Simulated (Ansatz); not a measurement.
# A hypothetical structure for RuS3

This structure for RuS3 is made up. Its elements were placed in a known structure type with a cell scaled to their sizes. What cell does the guess relax to, and how far off was it?

Main program and level: Ansatz 0.2.0; DFT, PBE, plane-wave PAW, files of the set soft_1, scalar-relativistic, no spin, cell and ions relaxed at zero pressure; PAW set soft_1, in the first sound run; inputs show where later runs differ.

### Step 1. The structure

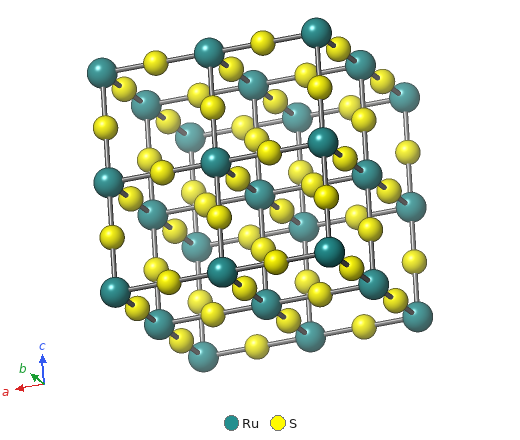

Start, viewed from a free direction; ruthenium teal, sulfur yellow. 2×2×2 cells are drawn. Some periodic images of atoms are drawn too.

### Step 2. Relaxing cell and atoms

The guessed cell has no reason to be at equilibrium. It is relaxed with the atoms, within the space group of the guess.

input.yaml

```yaml
crystal:
  lattice:
    - [4.496, 0.0, 0.0]
    - [0.0, 4.496, 0.0]
    - [0.0, 0.0, 4.496]
  atoms:
    - { symbol: Ru, position: [0.0, 0.0, 0.0] }
    - { symbol: S, position: [0.5, 0.0, 0.0] }
    - { symbol: S, position: [0.0, 0.5, 0.0] }
    - { symbol: S, position: [0.0, 0.0, 0.5] }
kpoints:
  mp_grid: { grid: [6, 6, 6] }
scf:
  occupations: { method: fermi_dirac, width: 0.05 }
hamiltonian:
  xc: pbe
  pseudopotentials: { kind: paw, azcp: { folder: soft_1 } }
relax:
  f_tol: 0.015
  max_steps: 70
  cell: {}
output:
  forces: true
  stress: true
```

The run is started by

```sh
$ ansatz run input.yaml --threads 4 --pin off --max-ram 8192MiB --backend cpu --events-out ev --progress --plain --runs-dir out
```

Numbers of over 12 decimals in the logs are rounded to 6 here.

Output:

```text
Engine: ansatz 0.2.0, aarch64-unknown-linux-gnu
Pseudopotentials: kind: paw
Pseudopotential: Ru, paw, valence charge 16, recommended cutoff 420 eV (normal), soft_1/Ru.paw.azcp
Pseudopotential: S, paw, valence charge 6, recommended cutoff 420 eV (normal), soft_1/S.paw.azcp
Functional definition: PBE
  parameter kappa = 0.804
  parameter beta = 0.066725
  exchange = pbe_x(kappa = kappa, mu = beta*pi^2/3)
  correlation = pbe_c(beta = beta)
Crystal: 4 atoms, lattice volume = 90.882 Å³
Basis set: ecut = 420 eV, 1791 PW (Γ), exchange–correlation on 64×64×64 points (8 copies of the dense FFT grid, shifted against one another)
Bands: 21, of which v1, the nominal top of the filled ones, is band 17 counted from 1 (16 counted from 0)
Symmetry: 48 space group operations
Space group: Pm-3m (ITA 221), of the structure as read, at distance tolerance 4.5e-5 Å
k-points: 20 of 216
Non-local potential: Ru, projectors of the file, l = 0: 3, l = 1: 2, l = 2: 2, l = 3: 1
Non-local potential: S, projectors of the file, l = 0: 2, l = 1: 2, l = 2: 1
PAW form: soft (Blöchl's): semilocal exchange-correlation on the pseudo side does not see the compensation charge
PAW one-centre angular grid: Ru, 590 points (default); XC on 64 Gauss nodes
PAW one-centre angular grid: S, 110 points (default); XC on 64 Gauss nodes
Initial density: superposition of atomic densities (chi_scale 0.1, normalization cell, long waves kept (reshape's long-wave potential 0.00 eV rms))
Initial wavefunctions: pseudopotential atomic-orbital guess
Functional: x = pbe(κ = 0.804, μ = 0.219515), c = pbe(β = 0.066725)
SCF iter   1: F=—  HF=-8583.018390 eV  |F-HF|=—  |Δ(HF+E_count)|=         —  Δρ=7.38e-2  dr2=7.50e0  ethr=3.10e-3  ⟨swp⟩=7.4  Hψ=5284  notcnv=0  defer=3
automatic band count: the SCF goes on with 25 bands, as 21 were too few: the levels above may hold too much charge
preconditioner: auto → LDOS  [metal: Δε(μ)=0.072 eV  Ē_g=10.387 eV  σ=0.050 eV  W_gap=0.32  n_scr=18 (ndim 8)  ℏωp=19.9 eV  f_vac=0.098  D(μ)=6.36/eV (n_scr^D=80)  β→1.0]
SCF iter   2: F=—  HF=-8582.246597 eV  |F-HF|=—  |Δ(HF+E_count)|=   7.72e-1  Δρ=2.25e-2  dr2=6.68e-1  ethr=3.10e-3  ⟨swp⟩=2.9  Hψ=1184  notcnv=0  defer=22
SCF iter   3: F=—  HF=-8582.227630 eV  |F-HF|=—  |Δ(HF+E_count)|=   1.90e-2  Δρ=2.05e-2  dr2=5.98e-1  ethr=1.96e-3  ⟨swp⟩=3.2  Hψ=941  notcnv=0  defer=22
SCF iter   4: F=—  HF=-8582.181461 eV  |F-HF|=—  |Δ(HF+E_count)|=   4.62e-2  Δρ=4.56e-3  dr2=2.58e-2  ethr=1.76e-3  ⟨swp⟩=2.0  Hψ=653  notcnv=0  defer=21
SCF iter   5: F=—  HF=-8582.180216 eV  |F-HF|=—  |Δ(HF+E_count)|=   1.25e-3  Δρ=8.27e-4  dr2=1.21e-3  ethr=7.59e-5  ⟨swp⟩=2.8  Hψ=903  notcnv=0  defer=21
SCF iter   6: F=—  HF=-8582.180198 eV  |F-HF|=—  |Δ(HF+E_count)|=   1.72e-5  Δρ=2.42e-4  dr2=5.64e-5  ethr=3.54e-6  ⟨swp⟩=2.1  Hψ=720  notcnv=0  defer=21
SCF iter   7: F=—  HF=-8582.180388 eV  |F-HF|=—  |Δ(HF+E_count)|=   1.90e-4  Δρ=5.79e-5  dr2=3.61e-6  ethr=1.66e-7  ⟨swp⟩=2.8  Hψ=770  notcnv=0  defer=21
SCF iter   8: F=-8582.180389 eV  HF=-8582.180389 eV  |F-HF|=1.56e-8  |Δ(HF+E_count)|=   1.50e-7  Δρ=5.51e-6  dr2=1.00e-8  ethr=2.94e-10  ⟨swp⟩=4.0  Hψ=2226  notcnv=0
SCF 1 converged in 8 iterations: F = -8582.180389 eV  dr2 = 1.00e-8
  greatest PAW one-centre occupation: 1.000 electrons in one spin orbital (limit 2), on the Ru atom at site 0 (counted from 0), in its partial waves of l = 0
relax step   1: F+E_penalty+E_count = -8582.18038853 eV  Δ(F+E_penalty+E_count) = +0.000e0 eV  max|allowed force component| = 2.143e-29 eV/Å  Δτ_max = 0.0000 Å  P = +8.779 GPa  Ω = 90.882 Å³  (8 SCF iters, dr2 threshold 1.00e-7 eV, accepted)
Crystal: 4 atoms, lattice volume = 98.560 Å³
Basis set: ecut = 420 eV, 1935 PW (Γ), exchange–correlation on 64×64×64 points (8 copies of the dense FFT grid, shifted against one another)
Bands: 25, of which v1, the nominal top of the filled ones, is band 17 counted from 1 (16 counted from 0)
Initial density: handed on by an earlier stage of this run
Initial wavefunctions: those handed on with the density
iter 1 solved again at ethr=1.99e-4 eV; its pass at ethr=3.10e-3 eV (dr2=6.76e-2 eV) is discarded
SCF iter   1: F=—  HF=-8582.407829 eV  |F-HF|=—  |Δ(HF+E_count)|=         —  Δρ=7.02e-3  dr2=7.18e-2  ethr=1.99e-4  ⟨swp⟩=2.4  Hψ=2966  notcnv=0
preconditioner: auto → LDOS  [metal: Δε(μ)=0.012 eV  Ē_g=9.843 eV  σ=0.050 eV  W_gap=0.06  n_scr=18 (ndim 8)  ℏωp=19.1 eV  f_vac=0.154  D(μ)=10.99/eV (n_scr^D=146)  β→1.0]
SCF iter   2: F=—  HF=-8582.400537 eV  |F-HF|=—  |Δ(HF+E_count)|=   7.29e-3  Δρ=1.65e-3  dr2=3.27e-3  ethr=1.99e-4  ⟨swp⟩=2.0  Hψ=598  notcnv=0
SCF iter   3: F=—  HF=-8582.400766 eV  |F-HF|=—  |Δ(HF+E_count)|=   2.29e-4  Δρ=1.30e-3  dr2=2.74e-3  ethr=9.62e-6  ⟨swp⟩=2.0  Hψ=806  notcnv=0
SCF iter   4: F=—  HF=-8582.400592 eV  |F-HF|=—  |Δ(HF+E_count)|=   1.74e-4  Δρ=2.27e-4  dr2=1.05e-4  ethr=8.05e-6  ⟨swp⟩=1.0  Hψ=500  notcnv=0
SCF iter   5: F=—  HF=-8582.400855 eV  |F-HF|=—  |Δ(HF+E_count)|=   2.63e-4  Δρ=6.75e-5  dr2=9.80e-6  ethr=3.08e-7  ⟨swp⟩=2.0  Hψ=699  notcnv=0
SCF iter   6: F=—  HF=-8582.400854 eV  |F-HF|=—  |Δ(HF+E_count)|=   8.94e-7  Δρ=2.17e-5  dr2=9.66e-7  ethr=2.88e-8  ⟨swp⟩=1.4  Hψ=594  notcnv=0
SCF iter   7: F=-8582.400854 eV  HF=-8582.400854 eV  |F-HF|=5.65e-9  |Δ(HF+E_count)|=   3.62e-8  Δρ=4.31e-6  dr2=1.51e-8  ethr=1.18e-9  ⟨swp⟩=4.9  Hψ=1617  notcnv=0
SCF 2 converged in 7 iterations: F = -8582.400854 eV  dr2 = 1.51e-8
relax step   2: F+E_penalty+E_count = -8582.40085378 eV  Δ(F+E_penalty+E_count) = -2.205e-1 eV  max|allowed force component| = 1.356e-30 eV/Å  Δτ_max = 0.0000 Å  P = +1.109 GPa  Ω = 98.560 Å³  energy of the carried Pulay correction = -3.027e-3 eV  (7 SCF iters, dr2 threshold 4.00e-7 eV, accepted)
Crystal: 4 atoms, lattice volume = 99.778 Å³
iter 1 solved again at ethr=4.23e-6 eV; its pass at ethr=3.10e-3 eV (dr2=1.44e-3 eV) is discarded
SCF iter   1: F=—  HF=-8582.405129 eV  |F-HF|=—  |Δ(HF+E_count)|=         —  Δρ=1.18e-3  dr2=2.15e-3  ethr=4.23e-6  ⟨swp⟩=2.0  Hψ=2843  notcnv=0
eigensolver tolerance schedule calibrated: the retry pair's looser diagonalisation under-reported the residual by θ = 0.33 (0.12/decade); ethr = c·dr2/N_el runs at the constant in force after the calibration composes with the one it found (an armed cap, an earlier calibration), c = 7.5e-2
preconditioner: auto → LDOS  [metal: Δε(μ)=0.014 eV  Ē_g=9.796 eV  σ=0.050 eV  W_gap=0.07  n_scr=18 (ndim 8)  ℏωp=19.0 eV  f_vac=0.153  D(μ)=10.90/eV (n_scr^D=146)  β→1.0]
SCF iter   2: F=—  HF=-8582.404944 eV  |F-HF|=—  |Δ(HF+E_count)|=   1.85e-4  Δρ=2.88e-4  dr2=1.23e-4  ethr=4.23e-6  ⟨swp⟩=1.0  Hψ=500  notcnv=0
SCF iter   3: F=—  HF=-8582.405212 eV  |F-HF|=—  |Δ(HF+E_count)|=   2.68e-4  Δρ=2.45e-4  dr2=9.72e-5  ethr=2.69e-7  ⟨swp⟩=2.6  Hψ=857  notcnv=0
SCF iter   4: F=—  HF=-8582.405206 eV  |F-HF|=—  |Δ(HF+E_count)|=   6.44e-6  Δρ=3.35e-5  dr2=2.37e-6  ethr=2.13e-7  ⟨swp⟩=1.0  Hψ=500  notcnv=0
SCF iter   5: F=-8582.405206 eV  HF=-8582.405206 eV  |F-HF|=1.99e-7  |Δ(HF+E_count)|=   7.25e-8  Δρ=1.04e-5  dr2=2.48e-7  ethr=8.77e-10  ⟨swp⟩=5.0  Hψ=1735  notcnv=0
SCF 3 converged in 5 iterations: F = -8582.405206 eV  dr2 = 2.48e-7
relax step   3: F+E_penalty+E_count = -8582.40520569 eV  Δ(F+E_penalty+E_count) = -4.352e-3 eV  max|allowed force component| = 3.533e-31 eV/Å  Δτ_max = 0.0000 Å  P = +0.167 GPa  Ω = 99.778 Å³  energy of the carried Pulay correction = -3.485e-3 eV  (5 SCF iters, dr2 threshold 4.00e-7 eV, accepted)
Crystal: 4 atoms, lattice volume = 99.997 Å³
iter 1 solved again at ethr=1.59e-7 eV; its pass at ethr=3.10e-3 eV (dr2=5.41e-5 eV) is discarded
SCF iter   1: F=—  HF=-8582.404979 eV  |F-HF|=—  |Δ(HF+E_count)|=         —  Δρ=2.21e-4  dr2=7.82e-5  ethr=1.59e-7  ⟨swp⟩=2.0  Hψ=2671  notcnv=0
preconditioner: auto → LDOS  [metal: Δε(μ)=0.012 eV  Ē_g=9.787 eV  σ=0.050 eV  W_gap=0.06  n_scr=18 (ndim 8)  ℏωp=18.9 eV  f_vac=0.152  D(μ)=10.87/eV (n_scr^D=146)  β→1.0]
SCF iter   2: F=—  HF=-8582.405241 eV  |F-HF|=—  |Δ(HF+E_count)|=   2.62e-4  Δρ=5.45e-5  dr2=4.66e-6  ethr=1.59e-7  ⟨swp⟩=1.0  Hψ=500  notcnv=0
SCF iter   3: F=—  HF=-8582.405241 eV  |F-HF|=—  |Δ(HF+E_count)|=   2.22e-9  Δρ=4.81e-5  dr2=3.82e-6  ethr=1.37e-8  ⟨swp⟩=2.4  Hψ=801  notcnv=0
SCF iter   4: F=—  HF=-8582.405241 eV  |F-HF|=—  |Δ(HF+E_count)|=   2.51e-7  Δρ=6.30e-6  dr2=8.35e-8  ethr=1.12e-8  ⟨swp⟩=1.0  Hψ=500  notcnv=0
SCF iter   5: F=-8582.405241 eV  HF=-8582.405241 eV  |F-HF|=3.26e-9  |Δ(HF+E_count)|=   3.86e-9  Δρ=1.29e-6  dr2=4.90e-9  ethr=2.05e-10  ⟨swp⟩=4.5  Hψ=1536  notcnv=0
SCF 4 converged in 5 iterations: F = -8582.405241 eV  dr2 = 4.90e-9
relax step   4: F+E_penalty+E_count = -8582.40524120 eV  Δ(F+E_penalty+E_count) = -3.550e-5 eV  max|allowed force component| = 3.123e-31 eV/Å  Δτ_max = 0.0000 Å  P = +0.004 GPa  Ω = 99.997 Å³  energy of the carried Pulay correction = -3.566e-3 eV  (5 SCF iters, dr2 threshold 6.98e-8 eV, accepted)
Initial wavefunctions: pseudopotential atomic-orbital guess (no wavefunctions were taken with the density)
iter 1 solved again at ethr=8.13e-7 eV; its pass at ethr=3.10e-3 eV (dr2=2.76e-4 eV) is discarded
SCF iter   1: F=—  HF=-8582.406128 eV  |F-HF|=—  |Δ(HF+E_count)|=         —  Δρ=3.46e-4  dr2=7.03e-6  ethr=8.13e-7  ⟨swp⟩=3.4  Hψ=4331  notcnv=0
preconditioner: auto → LDOS  [metal: Δε(μ)=0.011 eV  Ē_g=9.780 eV  σ=0.050 eV  W_gap=0.05  n_scr=18 (ndim 8)  ℏωp=18.9 eV  f_vac=0.152  D(μ)=10.85/eV (n_scr^D=146)  β→1.0]
SCF iter   2: F=—  HF=-8582.409373 eV  |F-HF|=—  |Δ(HF+E_count)|=   3.24e-3  Δρ=2.35e-5  dr2=1.01e-6  ethr=2.07e-8  ⟨swp⟩=3.0  Hψ=1025  notcnv=0
SCF iter   3: F=—  HF=-8582.409375 eV  |F-HF|=—  |Δ(HF+E_count)|=   2.13e-6  Δρ=1.14e-5  dr2=2.29e-7  ethr=2.98e-9  ⟨swp⟩=2.0  Hψ=654  notcnv=0
SCF iter   4: F=—  HF=-8582.409377 eV  |F-HF|=—  |Δ(HF+E_count)|=   1.72e-6  Δρ=3.28e-6  dr2=1.86e-8  ethr=6.74e-10  ⟨swp⟩=2.1  Hψ=674  notcnv=0
SCF iter   5: F=—  HF=-8582.409377 eV  |F-HF|=—  |Δ(HF+E_count)|=   3.44e-8  Δρ=1.61e-6  dr2=3.88e-9  ethr=5.48e-11  ⟨swp⟩=2.2  Hψ=709  notcnv=0
SCF iter   6: F=—  HF=-8582.409377 eV  |F-HF|=—  |Δ(HF+E_count)|=  1.91e-10  Δρ=3.65e-7  dr2=2.30e-10  ethr=1.14e-11  ⟨swp⟩=1.0  Hψ=500  notcnv=0
SCF iter   7: F=—  HF=-8582.409377 eV  |F-HF|=—  |Δ(HF+E_count)|=  1.56e-10  Δρ=1.69e-7  dr2=4.81e-11  ethr=1.00e-12  ⟨swp⟩=5.1  Hψ=1746  notcnv=0
SCF iter   8: F=-8582.409377 eV  HF=-8582.409377 eV  |F-HF|=5.46e-12  |Δ(HF+E_count)|=  5.46e-12  Δρ=2.98e-8  dr2=1.55e-12  ethr=1.00e-12  ⟨swp⟩=4.0  Hψ=1450  notcnv=0
SCF 5 converged in 8 iterations: F = -8582.409377 eV  dr2 = 1.55e-12
relax step   5: F+E_penalty+E_count = -8582.40937718 eV  Δ(F+E_penalty+E_count) = -4.136e-3 eV  max|allowed force component| = 3.780e-31 eV/Å  Δτ_max = 0.0000 Å  P = +0.028 GPa  Ω = 99.997 Å³  stress off target by 2.85e-2 GPa  SCF on the basis re-selected at this cell (its energy is not comparable with the rows above)  (8 SCF iters)
basis re-selected at this cell: Δ(F+E_penalty+E_count) = -4.136e-3 eV, ΔP = +0.024 GPa vs the last step (what re-selecting the basis moved, of the pressure what is left beyond the Pulay correction that the steps carried, after the strain that the cell walked since its last selection, with what the two solves' SCF thresholds leave and, on support functions, any second-order correction that the steps lacked; it is no m [...]
SCF converged after 8 iterations
Free energy (F): -8582.409377 eV
Harris-Foulkes:  -8582.409377 eV  (|F-HF|=5.46e-12)
Internal energy: -8582.323561 eV  (E = F + TS)
E sigma→0 (E₀):  -8582.366469 eV
Entropy (-TS):   -0.085817 eV (-21.454 meV/atom)
Fermi energy:    4.944132 eV
--- Per-component energies (eV) ---
  E_band       = -374.373745
  E_kinetic    = 771.664961
  E_local      = -3566.664077  (includes V_loc(G=0)·N_el)
  E_nonlocal   = 516.321048
  E_hartree    = 1337.781123
  E_xc         = -431.486119
  E_vxc        = -456.023400  (∫ρ·V_xc dr)
  E_paw        = -5327.041716  (= ΣΔE_a)
  E_vpaw       = -315.235250  (= ΣTr[D̂ρ^β])
  E_aug_tail   = 0.000642  (compensation charges beyond the density's cutoff)
  E_ewald      = -1882.899423
  E_smearing   = -0.085817  (= −TS)
  E_closure    = 0.000000  (closes the sum)
  Σ components = -8582.409377   (vs F -8582.409377, Δ=0.00e0)
--- Forces (eV/Å), atoms counted from 1 ---
  atom   1  Ru     0.00000000     0.00000000     0.00000000
  atom   2  S      0.00000000     0.00000000     0.00000000
  atom   3  S     -0.00000000     0.00000000    -0.00000000
  atom   4  S     -0.00000000    -0.00000000    -0.00000000
  max |Σ_I F_I| component: 5.92e-31 eV/Å
--- Stress (GPa, compression-positive) ---
        0.028489      -0.000000       0.000000
       -0.000000       0.028489      -0.000000
        0.000000      -0.000000       0.028489
  P = ⅓ Tr σ = 0.0285 GPa (0.285 kbar)
--- Relaxed structure (4 steps of the walk, 4 accepted, 1 SCFs on fresh bases) ---
  F+E_penalty+E_count = -8582.40937718 eV   max|allowed force component| = 3.780e-31 eV/Å   (the final SCF, on the basis selected at the relaxed cell)
  cell:  # Å, volume = 99.9972 Å³
    - [4.641545, 0, 0]
    - [0, 4.641545, 0.0]
    - [0, 0.0, 4.641545]
  atoms:
    - { symbol: Ru, position: [0, 0, 0] }
    - { symbol: S, position: [0.5, 0, 0] }
    - { symbol: S, position: [0, 0.5, 0] }
    - { symbol: S, position: [0, 0, 0.5] }
```

Wall time 2.7 s (4 threads of Arm Neoverse V2, shared host); peak memory 0.39 GiB; 9.3 s of CPU time.

Step by step:

```tsv
step	energy less that of the first step (eV)	largest force component (eV/Å)	pressure (GPa)	volume (Å³)
1	0.0000	0.0000	8.78	90.88
2	-0.2205	0.0000	1.11	98.56
3	-0.2248	0.0000	0.17	99.78
4	-0.2249	0.0000	0.00	100.00
5*	-0.2290	0.0000	0.03	100.00
```

Relaxation steps marked * repeat the geometry before them on a plane-wave basis chosen anew for their cell, so energy and pressure can jump there.

Forces are held to the 48 operations that the run works with; a distortion that breaks them can't arise in this run.

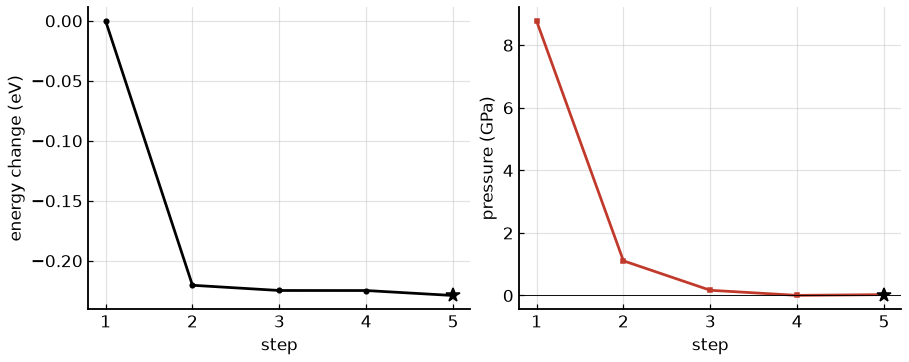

Energy and pressure along the relaxation. Stars mark steps on a basis chosen anew.

```tsv
conventional cell, symmetrised	before	after	change
a (Å)	4.496	4.642	+3.2 %
b (Å)	4.496	4.642	+3.2 %
c (Å)	4.496	4.642	+3.2 %
volume (Å³/atom)	22.72	25.00	+10.0 %
```

This step gave:

| Property | Result |
| --- | --- |
| free energy | -8582.4094 eV |
| energy at zero smearing | -8582.3665 eV |
| smearing term TS | 0.08582 eV |
| Fermi energy | 4.944 eV |
| electrons | 34 |
| symmetry operations | 48 |
| pressure | 0.02849 GPa |

Shortest distances by pair of elements, guess and relaxed (not always the same contact):

```tsv
pair	guess (Å)	relaxed (Å)
Ru–S	2.248	2.321
S–S	3.179	3.282
Ru–Ru	4.496	4.642
```

The relaxation ends with a pressure of 0.03 GPa.

(Continued in part 2 of 2.)

[Logs are printed without paths, hosts, clocks, repeated set-up lines and the standing remarks that a program may print on its own settings, such as how far it seeks lower states.]

[Hosts, paths, dates, database ids (printed as entryN), source tags and the programs' standing remarks are cut or masked in the printed files.]
